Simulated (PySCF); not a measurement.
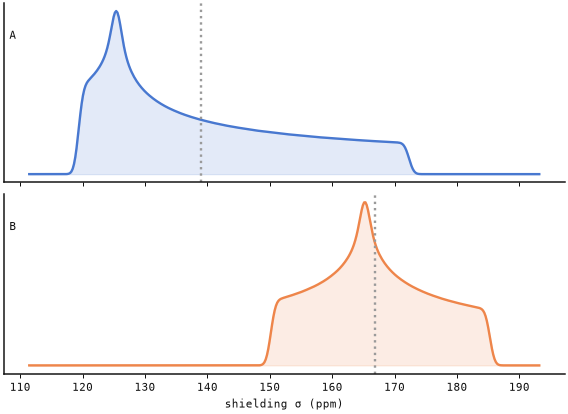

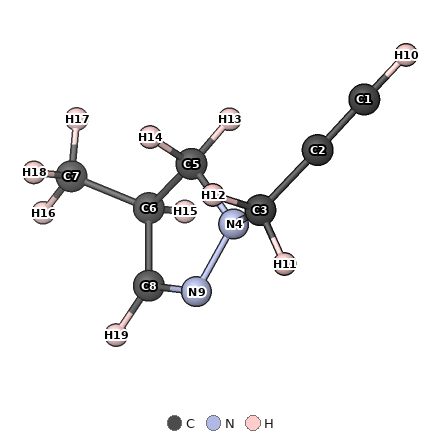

Static powder patterns (¹³C) from GIAO shielding tensors of C₇H₁₀N₂, SMILES C#CCN1C[C@H](C)C=N1, PBE0/pcSseg-1 (IEF-PCM cyclohexane), PySCF, at a PBE0-D3(BJ)/def2-SVP geometry (no frequency check); absolute shielding, one fixed geometry of the isolated molecule without any motion, no dipolar terms. The dotted line is the isotropic value; skew is 3(σiso − σ22)/span.

**The panels belong to C3 and C7. Which is which?**

panel A: C3, σ11, σ22, σ33 = 119, 125, 172 ppm, isotropic 139, span 53 ppm, skew 0.77; panel B: C7, σ11, σ22, σ33 = 150, 165, 185 ppm, isotropic 167, span 35 ppm, skew 0.14.

Known limits of this run: one conformer of a flexible molecule.
